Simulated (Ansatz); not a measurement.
**C2H5BO (SMILES B1CCO1): the energy, rung by rung**

C2H5BO: 9 atoms, total charge 0, spin state singlet. As SMILES, `B1CCO1`. The shape was relaxed beforehand at PBE0/def2-SVP.

```xyz
9

B    -0.4042    0.3003   -1.0836
C     0.5083    0.6183    0.1737
C    -0.1018   -0.7211    0.6137
O    -0.8835   -0.8772   -0.5950
H    -0.7032    0.7747   -2.1526
H     0.2358    1.4893    0.7874
H     1.5972    0.6170    0.0198
H    -0.7625   -0.6864    1.4946
H     0.6023   -1.5611    0.7249
```

Quantity: the adiabatic electron affinity (to the doublet anion, shapes relaxed at PBE0/def2-SVP, no zero-point term), in eV. The values are calculated.

The electron affinity is E(neutral) − E(anion): positive where the electron is bound.

```
           level                    kind  program  value (eV)
     HF/def2-SVP            Hartree–Fock   Ansatz       -2.14
  SVWN5/def2-SVP                     LDA   Ansatz       -1.56
    PBE/def2-SVP                     GGA   Ansatz       -1.53
PBE0-D4/def2-SVP           global hybrid   Ansatz       -1.50
wB97M-V/def2-SVP  range-separated hybrid   Ansatz       -1.77
 B2PLYP/def2-SVP           double hybrid   Ansatz       -1.77
RPA@PBE/def2-SVP                     RPA   Ansatz       -1.66
    MP2/def2-SVP     perturbation theory   Ansatz       -1.90
```

The values span -2.14 to -1.50 eV. Negative values mean that the anion is unbound at that level; they are set by how diffuse the basis is and aren't properties of the molecule, whose anion may well be bound.

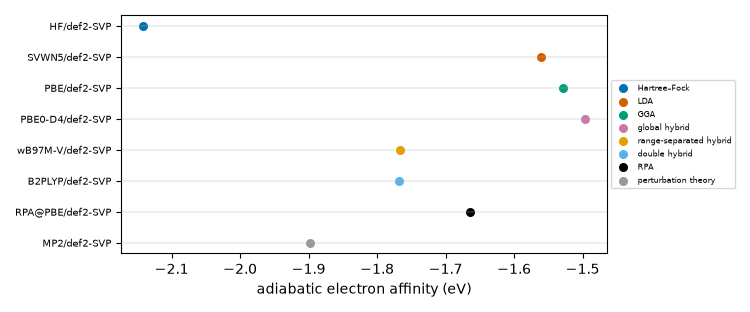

The values of the table, level by level.
